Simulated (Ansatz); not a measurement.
# CF (SMILES [C]F) at UBLYP/STO-3G

Aim: the energy change on altering one bond length of CF at UBLYP/STO-3G, from 2 runs. 

Program for the calculation: Ansatz 0.2.0.

51 further runs of the same task are left out: 9 that didn't finish, 42 set aside as unsound or not needed.

### 1 The structure to begin with

CF has 2 atoms, charge 0, and is taken as a doublet. SMILES: `[C]F`. Geometry: relaxed at GFN2-xTB.

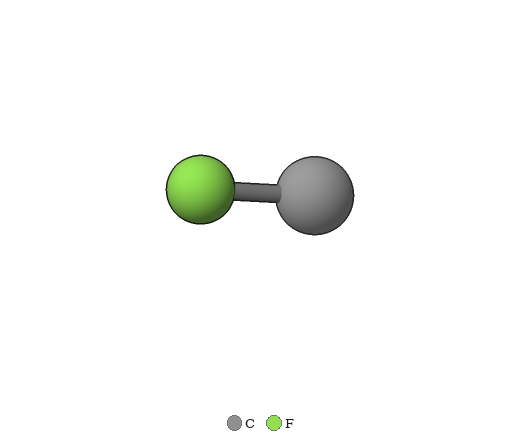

Viewed from a chosen angle; carbon grey, fluorine green.

### 2 A single-point energy at UBLYP/STO-3G

Contents of in.yaml:

```yaml
crystal:
  periodic: [false, false, false]
  atoms:
    - symbol: C
      position_ang: [0.000000, 0.000000, 0.000000]
    - symbol: F
      position_ang: [0.000000, 0.000000, 1.274400]
basis:
  gaussian: {orbitals: STO-3G}
magnetization: {spin_polarized: true, initial_magnetization: 1}
hamiltonian: {xc: {name: BLYP}}
accuracy: high
```

On the command line:

```
$ ansatz run in.yaml --threads 1 --pin off --max-ram 2610MiB --events-out events.jsonl --progress --plain --runs-dir runs
```

The program printed:

```text
Warning: RAYON_NUM_THREADS=1 ignored (pool sized by the plan → 1); use --threads N
Functional definition: BLYP
  name "BLYP"
  parameter beta = 0.0042
  parameter a = 0.04918
  parameter b = 0.132
  parameter c = 0.2533
  parameter d = 0.349
  exchange = b88_x(beta = beta)
  correlation = lyp_c(a = a, b = b, c = c, d = d)
149 factors; integrals over basis functions are off by at most 3.9e-8 eV
mean field evaluation 1: about -3692.6464 eV, gradient 2.5e1 eV
mean field evaluation 2: about -3689.1158 eV, gradient 2.9e1 eV
mean field evaluation 4: about -3695.8716 eV, gradient 2.4e-1 eV
mean field evaluation 8: about -3695.8484 eV, gradient 2.8e-3 eV
mean field evaluation 16: about -3695.8484 eV, gradient 4.2e-8 eV
mean field -3695.84838517 eV, -135.8199230190 hartree, gradient 3.9e-8 eV, S^2 0.750921; 1 other end points of the search recorded, 0 dependent functions left out
reference -3695.84840384 eV, -135.8199237051 hartree; 8, 7 occupied and 2, 3 virtual orbitals, 149 factors
Total energy: -3695.84840384 eV, -135.8199237051 hartree
```

It took 1.1 s on 1 thread of Arm Neoverse N1, shared host.

### 3 The distorted shape at the same level

Contents of run.yaml:

```yaml
basis:
  gaussian: {orbitals: STO-3G}
crystal:
  periodic: [false, false, false]
  atoms:
    - {symbol: C, position_ang: [0.000000, 0.000000, -0.318600]}
    - {symbol: F, position_ang: [0.000000, 0.000000, 1.274400]}
hamiltonian: {xc: {name: BLYP}}
magnetization: {spin_polarized: true, initial_magnetization: 1}
accuracy: high
```

On the command line:

```
$ ansatz run run.yaml --threads 1 --pin off --max-ram 2610MiB --events-out events.jsonl --progress --plain --runs-dir runs
```

The program printed:

```text
Warning: RAYON_NUM_THREADS=1 ignored (pool sized by the plan → 1); use --threads N
Functional definition: BLYP
  name "BLYP"
  parameter beta = 0.0042
  parameter a = 0.04918
  parameter b = 0.132
  parameter c = 0.2533
  parameter d = 0.349
  exchange = b88_x(beta = beta)
  correlation = lyp_c(a = a, b = b, c = c, d = d)
149 factors; integrals over basis functions are off by at most 4.2e-8 eV
mean field evaluation 1: about -3694.2875 eV, gradient 1.1e1 eV
mean field evaluation 2: about -3690.2774 eV, gradient 2.2e1 eV
mean field evaluation 4: about -3694.4668 eV, gradient 1.0e1 eV
mean field evaluation 8: about -3695.0188 eV, gradient 1.4e-1 eV
mean field evaluation 16: about -3695.0190 eV, gradient 3.6e-6 eV
mean field -3695.01903121 eV, -135.7894448231 hartree, gradient 7.9e-8 eV, S^2 0.754509; 1 other end points of the search recorded, 0 dependent functions left out
reference -3695.01905005 eV, -135.7894455156 hartree; 8, 7 occupied and 2, 3 virtual orbitals, 149 factors
Total energy: -3695.01905005 eV, -135.7894455156 hartree
```

It took 1.2 s on 1 thread of Arm Neoverse N1, shared host.

### 4 Outcome

At UBLYP/STO-3G:

```
                                                         quantity          value
                                        first shape: total energy  -135.81992 Eh
                                                first shape: ⟨S²⟩          0.751
                                    distorted shape: total energy  -135.78945 Eh
                                            distorted shape: ⟨S²⟩          0.755
energy change with the C1–F2 bond stretched from 1.274 to 1.593 Å       0.829 eV
```

In words: With the C1–F2 bond stretched from 1.274 to 1.593 Å the energy rises by 0.83 eV (19.1 kcal/mol). The first shape isn't relaxed at this level, so the change isn't measured from a minimum. The minimal basis adds a large error of its own.
